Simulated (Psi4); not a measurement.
**CCl2F (dichlorofluoromethyl radical) at U-r2SCAN/def2-TZVP (density fitting, sweep point 6)**

We compute energy and forces of CCl2F (dichlorofluoromethyl radical). Input form: a Python script.

The results are computed with Psi4 1.11.

6 further runs of the same task are left out: 6 set aside as unsound or not needed.

### 1 The structure to begin with

CCl2F: 4 atoms, total charge 0, spin state doublet. As SMILES, `F[C](Cl)Cl`. The shape is that of a PBE0-D4/def2-TZVP optimisation.

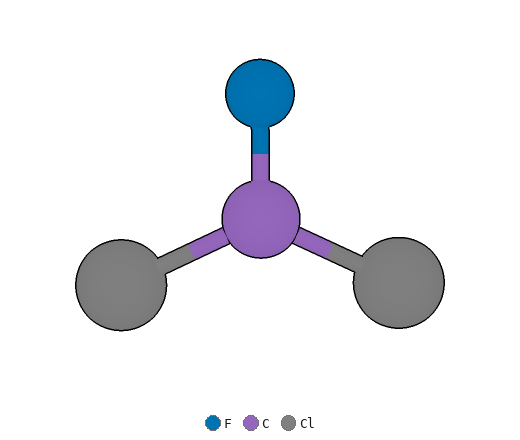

The structure, seen from a chosen angle (fluorine blue, carbon purple, chlorine grey).

### 2 Energy and gradient at U-r2SCAN/def2-TZVP (density fitting, sweep point 6)

The input, job.py:

```python
import psi4

psi4.set_memory(1600000000)
psi4.set_num_threads(1)
psi4.set_output_file('psi4.out', False)

mol = psi4.geometry("""
0 2
F      1.205900    -0.078500     0.647400
C     -0.037200     0.107600     0.242900
Cl    -0.933800    -1.339900     0.108000
Cl    -0.179400     1.250500    -1.018500
units angstrom
symmetry c1
""")

psi4.set_options({
    'basis': 'def2-TZVP',
    'reference': 'uks',
    'scf_type': 'df',
    'guess': 'sap',
})

e_tot = psi4.gradient('r2scan')
print('gradient / Eh bohr^-1')
print(e_tot.np.round(6))
```

Launch:

```console
$ python job.py
```

psi4.out:

```text
Psi4 1.11 release

gradient() will perform analytic gradient computation.

   => Loading Basis Set <=

    Name: DEF2-TZVP
    Role: ORBITAL
    Keyword: BASIS

         ---------------------------------------------------------
                                   SCF
                              UKS Reference
                        1 Threads,   1525 MiB Core
         ---------------------------------------------------------

  ==> Geometry <==

    Molecular point group: c1
    Full point group: C1

    Geometry (in Angstrom), charge = 0, multiplicity = 2:

       Center              X                  Y                   Z               Mass
    ------------   -----------------  -----------------  -----------------  -----------------
         F            1.369008650333    -0.045544597552     0.812105915475    18.998403162730
         C            0.125908650333     0.140555402448     0.407605915475    12.000000000000
         CL          -0.770691349667    -1.306944597552     0.272705915475    34.968852682000
         CL          -0.016291349667     1.283455402448    -0.853794084525    34.968852682000

  Running in c1 symmetry.

  Rotational constants: A =      0.25034  B =      0.11180  C =      0.07823 [cm^-1]
  Rotational constants: A =   7504.99422  B =   3351.74846  C =   2345.33837 [MHz]
  Nuclear repulsion =  200.857217584245518

  Charge       = 0
  Multiplicity = 2
  Electrons    = 49
  Nalpha       = 25
  Nbeta        = 24

  ==> Algorithm <==

  SCF Algorithm Type is DF.
  DIIS enabled.
  MOM disabled.
  Fractional occupation disabled.
  Guess Type is SAP.
  Energy threshold   = 1.00e-08
  Density threshold  = 1.00e-08
  Integral threshold = 1.00e-12

  ==> Primary Basis <==

  Basis Set: DEF2-TZVP
    Blend: DEF2-TZVP
    Number of shells: 48
    Number of basis functions: 136
    Number of Cartesian functions: 156
    Spherical Harmonics?: true
    Max angular momentum: 3

  ==> DFT Potential <==

   => LibXC <=

    Version 7.1.2

   => Composite Functional: R2SCAN <=

    r2SCAN Meta-GGA XC Functional  (0.1021/acs.jpclett.0c02405)

    Deriv               =              1
    GGA                 =           TRUE
    Meta                =           TRUE

    Exchange Hybrid     =          FALSE
    MP2 Hybrid          =          FALSE

   => Exchange Functionals <=

    1.0000   XC_MGGA_X_R2SCAN

   => Correlation Functionals <=

    1.0000   XC_MGGA_C_R2SCAN

   => LibXC Density Thresholds  <==

    XC_MGGA_C_R2SCAN:  1.00E-15
    XC_MGGA_X_R2SCAN:  1.00E-11

   => Molecular Quadrature <=

    Radial Scheme          =       TREUTLER
    Pruning Scheme         =           NONE
    Nuclear Scheme         =       TREUTLER

    Blocking Scheme        =         OCTREE
    BS radius alpha        =              1
    Pruning alpha          =              1
    Radial Points          =             75
    Spherical Points       =            302
    Total Points           =          85116
    Total Blocks           =            687
    Max Points             =            256
    Max Functions          =            129
    Weights Tolerance      =       1.00E-15

   => Loading Basis Set <=

    Name: (DEF2-TZVP AUX)
    Role: JKFIT
    Keyword: DF_BASIS_SCF

  ==> Integral Setup <==

  DFHelper Memory: AOs need 0.059 GiB; user supplied 0.476 GiB.
  SCF_SUBTYPE=INCORE selected. In-core MEM_DF algorithm will be used.
  Using in-core AOs.

  ==> MemDFJK: Density-Fitted J/K Matrices <==

    J tasked:                   Yes
    K tasked:                    No
    wK tasked:                   No
    Memory [MiB]:               487
    Algorithm:                 Core
    Schwarz Cutoff:           1E-12
    Mask sparsity (%):       3.4926
    Fitting Condition:        1E-10

   => Auxiliary Basis Set <=

  Basis Set: (DEF2-TZVP AUX)
    Blend: DEF2-UNIVERSAL-JKFIT
    Number of shells: 126
    Number of basis functions: 408
    Number of Cartesian functions: 492
    Spherical Harmonics?: true
    Max angular momentum: 4

  Cached 100.0% of DFT collocation blocks in 0.641 [GiB].

  Minimum eigenvalue in the overlap matrix is 1.9960541316E-03.
  Reciprocal condition number of the overlap matrix is 3.7878623521E-04.
    Using symmetric orthogonalization.

  ==> Pre-Iterations <==

  ==> SAP guess <==

   => Molecular Quadrature <=

    Radial Scheme          =       TREUTLER
    Pruning Scheme         =           NONE
    Nuclear Scheme         =       TREUTLER

    Blocking Scheme        =         OCTREE
    BS radius alpha        =              1
    Pruning alpha          =              1
    Radial Points          =             75
    Spherical Points       =            302
    Total Points           =          85116
    Total Blocks           =            687
    Max Points             =            256
    Max Functions          =            129
    Weights Tolerance      =       1.00E-15

   -------------------------------------------------------
    Irrep   Nso     Nmo     Nalpha   Nbeta   Ndocc  Nsocc
   -------------------------------------------------------
     A        136     136      25      24      24       1
   -------------------------------------------------------
    Total     136     136      25      24      24       1
   -------------------------------------------------------

  ==> Iterations <==

                           Total Energy        Delta E     RMS |[F,P]|

   @DF-UKS iter   1: -1056.90842205102103   -1.05691e+03   1.28019e-02 DIIS/ADIIS
   @DF-UKS iter   2: -1054.10594078823533    2.80248e+00   1.85403e-02 DIIS/ADIIS
   @DF-UKS iter   3: -1058.21934816339740   -4.11341e+00   1.95415e-03 DIIS/ADIIS
   @DF-UKS iter   4: -1058.21277608016021    6.57208e-03   2.45404e-03 DIIS/ADIIS
   @DF-UKS iter   5: -1058.24743048128835   -3.46544e-02   5.05379e-04 DIIS/ADIIS
   @DF-UKS iter   6: -1058.24916639151388   -1.73591e-03   9.49098e-05 DIIS
   @DF-UKS iter   7: -1058.24927088165987   -1.04490e-04   4.09347e-05 DIIS
   @DF-UKS iter   8: -1058.24928776995944   -1.68883e-05   1.13596e-05 DIIS
   @DF-UKS iter   9: -1058.24928931974705   -1.54979e-06   5.13863e-06 DIIS
   @DF-UKS iter  10: -1058.24928958382407   -2.64077e-07   1.30313e-06 DIIS
   @DF-UKS iter  11: -1058.24928960731245   -2.34884e-08   3.99533e-07 DIIS
   @DF-UKS iter  12: -1058.24928960936813   -2.05569e-09   1.35254e-07 DIIS
   @DF-UKS iter  13: -1058.24928960952116   -1.53022e-10   5.84354e-08 DIIS
   @DF-UKS iter  14: -1058.24928960955094   -2.97860e-11   2.28351e-08 DIIS
   @DF-UKS iter  15: -1058.24928960955549   -4.54747e-12   9.74881e-09 DIIS
  Energy and wave function converged.

  ==> Post-Iterations <==

   Electrons on quadrature grid:
      Nalpha   =   25.0000014918 ; deviation = 1.492e-06
      Nbeta    =   24.0000016050 ; deviation = 1.605e-06
      Ntotal   =   49.0000030967 ; deviation = 3.097e-06

   @Spin Contamination Metric:   5.014538417E-03
   @S^2 Expected:                7.500000000E-01
   @S^2 Observed:                7.550145384E-01
   @S   Expected:                5.000000000E-01
   @S   Observed:                5.000000000E-01

    Orbital Energies [Eh]
    ---------------------

    Alpha Occupied:

       1A   -101.228482     2A   -101.228472     3A    -24.548042
       4A    -10.239325     5A     -9.404032     6A     -9.404021
       7A     -7.148377     8A     -7.148366     9A     -7.139695
      10A     -7.139684    11A     -7.138414    12A     -7.138404
      13A     -1.246159    14A     -0.893845    15A     -0.830195
      16A     -0.632978    17A     -0.521144    18A     -0.507445
      19A     -0.494496    20A     -0.396096    21A     -0.373346
      22A     -0.344893    23A     -0.327417    24A     -0.309757
      25A     -0.213125

    Alpha Virtual:

      26A     -0.043702    27A      0.026569    28A      0.063180
      29A      0.118920    30A      0.177270    31A      0.214568
      32A      0.247979    33A      0.291270    34A      0.291996
      35A      0.302764    36A      0.320880    37A      0.329974
      38A      0.354328    39A      0.356528    40A      0.362284
      41A      0.383454    42A      0.386761    43A      0.436093
      44A      0.448592    45A      0.470801    46A      0.567081
      47A      0.598386    48A      0.607229    49A      0.639848
      50A      0.697880    51A      0.745252    52A      0.839976
      53A      0.923187    54A      0.931412    55A      0.965613
      56A      0.999975    57A      1.012550    58A      1.055767
      59A      1.159386    60A      1.321689    61A      1.493780
      62A      1.681857    63A      1.687084    64A      1.701672
      65A      1.728081    66A      1.735192    67A      1.745233
      68A      1.764987    69A      1.773537    70A      1.779334
      71A      1.808016    72A      1.820272    73A      1.852078
      74A      1.920696    75A      1.951183    76A      1.970805
      77A      1.986109    78A      2.059949    79A      2.063849
      80A      2.066131    81A      2.066768    82A      2.121323
      83A      2.151032    84A      2.196718    85A      2.217304
      86A      2.219172    87A      2.229456    88A      2.233174
      89A      2.266878    90A      2.270510    91A      2.343490
      92A      2.344002    93A      2.402211    94A      2.494313
      95A      2.684652    96A      2.851498    97A      2.894343
      98A      2.916667    99A      3.049271   100A      3.108483
     101A      3.109579   102A      3.187018   103A      3.356063
     104A      3.385165   105A      3.479375   106A      3.521326
     107A      3.581284   108A      3.673805   109A      3.777485
     110A      3.845528   111A      3.911260   112A      4.046140
     113A      4.130447   114A      5.125418   115A      6.909192
     116A      6.909800   117A      7.025986   118A      7.029713
     119A      7.291337   120A      7.352203   121A      7.391247
     122A      8.351412   123A      8.360320   124A      8.815139
     125A      8.870531   126A      9.030239   127A     10.729738
     128A     10.737621   129A     10.753927   130A     10.791711
     131A     11.230098   132A     11.302547   133A     21.901777
     134A     25.260655   135A     25.331351   136A     57.057072

    Beta Occupied:

       1A   -101.227445     2A   -101.227436     3A    -24.544229
       4A    -10.222930     5A     -9.403465     6A     -9.403455
       7A     -7.147449     8A     -7.147438     9A     -7.137906
      10A     -7.137896    11A     -7.137733    12A     -7.137723
      13A     -1.239346    14A     -0.884204    15A     -0.825540
      16A     -0.616532    17A     -0.511205    18A     -0.500978
      19A     -0.461393    20A     -0.390750    21A     -0.357173
      22A     -0.342279    23A     -0.320818    24A     -0.307148

    Beta Virtual:

      25A     -0.105443    26A     -0.026844    27A      0.045170
      28A      0.080083    29A      0.126864    30A      0.180862
      31A      0.238041    32A      0.253687    33A      0.298700
      34A      0.308487    35A      0.312665    36A      0.327652
      37A      0.339177    38A      0.360451    39A      0.366095
      40A      0.368186    41A      0.395171    42A      0.395929
      43A      0.442251    44A      0.455304    45A      0.485106
      46A      0.576371    47A      0.608854    48A      0.611480
      49A      0.655315    50A      0.708101    51A      0.751021
      52A      0.871335    53A      0.930757    54A      0.962344
      55A      0.989266    56A      1.008500    57A      1.022246
      58A      1.071730    59A      1.174126    60A      1.415224
      61A      1.516510    62A      1.694389    63A      1.695153
      64A      1.711221    65A      1.735454    66A      1.743992
      67A      1.754252    68A      1.772195    69A      1.779310
      70A      1.786678    71A      1.818841    72A      1.828446
      73A      1.859368    74A      1.931517    75A      1.959423
      76A      1.995186    77A      1.998626    78A      2.069065
      79A      2.072686    80A      2.074112    81A      2.077874
      82A      2.124074    83A      2.154311    84A      2.210469
      85A      2.230514    86A      2.232104    87A      2.240962
      88A      2.250978    89A      2.283211    90A      2.285371
      91A      2.373561    92A      2.375143    93A      2.429236
      94A      2.510230    95A      2.714377    96A      2.882574
      97A      2.924467    98A      2.928267    99A      3.096088
     100A      3.167481   101A      3.172770   102A      3.217326
     103A      3.389962   104A      3.457562   105A      3.517945
     106A      3.558259   107A      3.613061   108A      3.705729
     109A      3.823663   110A      3.857613   111A      3.933723
     112A      4.071921   113A      4.159499   114A      5.147645
     115A      6.923010   116A      6.923739   117A      7.038258
     118A      7.043088   119A      7.310039   120A      7.359573
     121A      7.401777   122A      8.368283   123A      8.377119
     124A      8.835947   125A      8.875766   126A      9.040415
     127A     10.732289   128A     10.740874   129A     10.756390
     130A     10.793582   131A     11.232849   132A     11.305465
     133A     21.901993   134A     25.262223   135A     25.332835
     136A     57.058307

    Final Occupation by Irrep:
              A
    DOCC [    24 ]
    SOCC [     1 ]
    NA   [    25 ]
    NB   [    24 ]

  @DF-UKS Final Energy: -1058.24928960955549

   => Energetics <=

    Nuclear Repulsion Energy =            200.8572175842455181
    One-Electron Energy =               -1860.6179375807819270
    Two-Electron Energy =                 673.7869982032644884
    DFT Exchange-Correlation Energy =     -72.2755678162836546
    Empirical Dispersion Energy =           0.0000000000000000
    VV10 Nonlocal Energy =                  0.0000000000000000
    Total Energy =                      -1058.2492896095554897

  UHF NO Occupations:
  HONO-2 :   23  A 1.9994487
  HONO-1 :   24  A 1.9986485
  HONO-0 :   25  A 1.0000000
  LUNO+0 :   26  A 0.0013515
  LUNO+1 :   27  A 0.0005513
  LUNO+2 :   28  A 0.0002326
  LUNO+3 :   29  A 0.0001142

Computation Completed

Properties will be evaluated at   0.000000,   0.000000,   0.000000 [a0]

Properties computed using the SCF density matrix

 Multipole Moments:

 ------------------------------------------------------------------------------------
     Multipole            Electronic (a.u.)      Nuclear  (a.u.)        Total (a.u.)
 ------------------------------------------------------------------------------------

 L = 1.  Multiply by 2.5417464519 to convert [e a0] to [Debye]
 Dipole X            :          0.4667821           -0.5710301           -0.1042480
 Dipole Y            :         -0.0716349            0.0644675           -0.0071674
 Dipole Z            :          0.1481708           -0.2341562           -0.0859854
 Magnitude           :                                                    0.1353237

 ------------------------------------------------------------------------------------

	total time  =         23 seconds =       0.38 minutes

         ------------------------------------------------------------
                                   SCF GRAD
         ------------------------------------------------------------

  ==> Geometry <==

    Molecular point group: c1
    Full point group: C1

    Geometry (in Angstrom), charge = 0, multiplicity = 2:

       Center              X                  Y                   Z               Mass
    ------------   -----------------  -----------------  -----------------  -----------------
         F            1.369008650333    -0.045544597552     0.812105915475    18.998403162730
         C            0.125908650333     0.140555402448     0.407605915475    12.000000000000
         CL          -0.770691349667    -1.306944597552     0.272705915475    34.968852682000
         CL          -0.016291349667     1.283455402448    -0.853794084525    34.968852682000

  Nuclear repulsion =  200.857217584245518

  ==> Basis Set <==

  Basis Set: DEF2-TZVP
    Blend: DEF2-TZVP
    Number of shells: 48
    Number of basis functions: 136
    Number of Cartesian functions: 156
    Spherical Harmonics?: true
    Max angular momentum: 3

  ==> DFJKGrad: Density-Fitted SCF Gradients <==

    Gradient:                    1
    J tasked:                  Yes
    K tasked:                   No
    wK tasked:                  No
    Integrals threads:           1
    Memory [MiB]:             1144
    Schwarz Cutoff:          1E-12
    Fitting Condition:       1E-10

   => Auxiliary Basis Set <=

  Basis Set: (DEF2-TZVP AUX)
    Blend: DEF2-UNIVERSAL-JKFIT
    Number of shells: 126
    Number of basis functions: 408
    Number of Cartesian functions: 492
    Spherical Harmonics?: true
    Max angular momentum: 4

  ==> DFT Potential <==

   => LibXC <=

    Version 7.1.2

   => Composite Functional: R2SCAN <=

    r2SCAN Meta-GGA XC Functional  (0.1021/acs.jpclett.0c02405)

    Deriv               =              1
    GGA                 =           TRUE
    Meta                =           TRUE

    Exchange Hybrid     =          FALSE
    MP2 Hybrid          =          FALSE

   => Exchange Functionals <=

    1.0000   XC_MGGA_X_R2SCAN

   => Correlation Functionals <=

    1.0000   XC_MGGA_C_R2SCAN

   => LibXC Density Thresholds  <==

    XC_MGGA_C_R2SCAN:  1.00E-15
    XC_MGGA_X_R2SCAN:  1.00E-11

   => Molecular Quadrature <=

    Radial Scheme          =       TREUTLER
    Pruning Scheme         =           NONE
    Nuclear Scheme         =       TREUTLER

    Blocking Scheme        =         OCTREE
    BS radius alpha        =              1
    Pruning alpha          =              1
    Radial Points          =             75
    Spherical Points       =            302
    Total Points           =          85116
    Total Blocks           =            687
    Max Points             =            256
    Max Functions          =            129
    Weights Tolerance      =       1.00E-15

  -Total Gradient:
     Atom            X                  Y                   Z
    ------   -----------------  -----------------  -----------------
       1       -0.007839633798     0.001285595802    -0.002297281116
       2        0.004696279317    -0.002782288149    -0.003196056312
       3        0.003364370562     0.005874279875     0.000567067800
       4        0.000342489806    -0.004483357753     0.005060727288

	total time  =          3 seconds =       0.05 minutes
```

The script printed:

```text
gradient / Eh bohr^-1
[[-0.00784   0.001286 -0.002297]
 [ 0.004696 -0.002782 -0.003196]
 [ 0.003364  0.005874  0.000567]
 [ 0.000342 -0.004483  0.005061]]
```

Wall time 28 s (1 thread of AMD EPYC 7R13 (Zen 3), shared host); peak memory 0.92 GiB.

### 3 Outcome

Level: U-r2SCAN/def2-TZVP (density fitting, sweep point 6).

| quantity | value |
| --- | --- |
| total energy | -1058.24929 Eh |
| dipole moment | 0.34 D |
| HOMO energy (highest over α and β) | -5.80 eV |
| LUMO energy (lowest over α and β) | -2.87 eV |
| ⟨S²⟩ | 0.755 |
| largest force on an atom | 0.425 eV/Å |

In words: The largest force is 0.43 eV/Å: the shape isn't a stationary point for this species at this level.
